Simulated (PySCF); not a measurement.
**C$_{6}$H$_{11}$FN$_{2}$Si: density, localisation and related maps**

```yaml
atoms:
  - { symbol: N, position_ang: [-1.9600, -0.9801, -2.8323] }
  - { symbol: C, position_ang: [-2.0220, -0.3660, -1.8706] }
  - { symbol: C, position_ang: [-2.1069, 0.3824, -0.6423] }
  - { symbol: C, position_ang: [-1.1083, -0.1487, 0.3837] }
  - { symbol: C, position_ang: [-1.0428, 0.5741, 1.7409] }
  - { symbol: C, position_ang: [0.4907, 0.5499, 1.6638] }
  - { symbol: C, position_ang: [0.3841, 0.1812, 0.1647] }
  - { symbol: N, position_ang: [1.2075, -0.8662, -0.3556] }
  - { symbol: Si, position_ang: [2.6876, -0.6351, -1.1872] }
  - { symbol: F, position_ang: [2.4505, 0.6807, -2.0785] }
  - { symbol: H, position_ang: [-3.1264, 0.2917, -0.2538] }
  - { symbol: H, position_ang: [-1.9080, 1.4362, -0.8568] }
  - { symbol: H, position_ang: [-1.2502, -1.2256, 0.5080] }
  - { symbol: H, position_ang: [-1.4937, 0.0541, 2.5833] }
  - { symbol: H, position_ang: [-1.4452, 1.5840, 1.6909] }
  - { symbol: H, position_ang: [0.9281, -0.2584, 2.2473] }
  - { symbol: H, position_ang: [1.0069, 1.4776, 1.8971] }
  - { symbol: H, position_ang: [0.5170, 1.0551, -0.4743] }
  - { symbol: H, position_ang: [1.0555, -1.7438, 0.1168] }
  - { symbol: H, position_ang: [2.8865, -1.7632, -2.0758] }
  - { symbol: H, position_ang: [3.8401, -0.2630, -0.3698] }
```

Geometry: GFN2-xTB.

All numbers below come from PBE0/pcSseg-1, SCF density, gas phase, non-relativistic in PySCF.

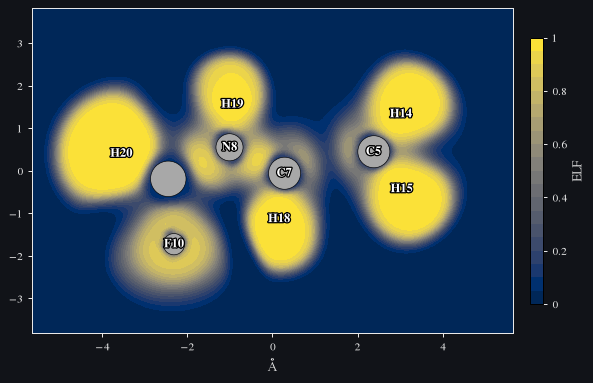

Figure 1. Electron localisation function on the plane of atoms C7, N8 and H19. Grey discs cover the atomic cores.

Question: Read the bonding off the picture.

Answer:
- Atoms in the plane: C, N, F and H.
- N–H (1.01 Å): the ELF climbs to about 1 towards the hydrogen, as it does in any bond to H (an ordinary covalent bond to hydrogen).
- C–H (1.09 Å): the ELF climbs to about 1 towards the hydrogen: a covalent bond by its length.
- The ELF also peaks beside F10, away from the bonds: lone-pair regions.

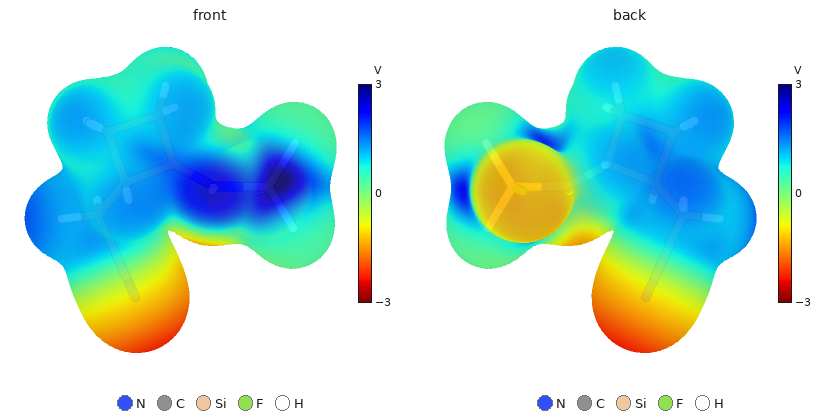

Figure 2. The molecular electrostatic potential painted on the density surface at 0.004 e/bohr³, seen from the front and from behind; the colour scale runs from red (negative) to blue (positive).

Question: Describe the electrostatic potential map.

Answer: The most negative region (about −2.2 V) lies over N1, the most positive (about +2.6 V) over Si9. N1 is the likeliest acceptor of a hydrogen bond.

Question: How polar is the molecule by this calculation?

Answer: Its dipole moment is 5.10 D.
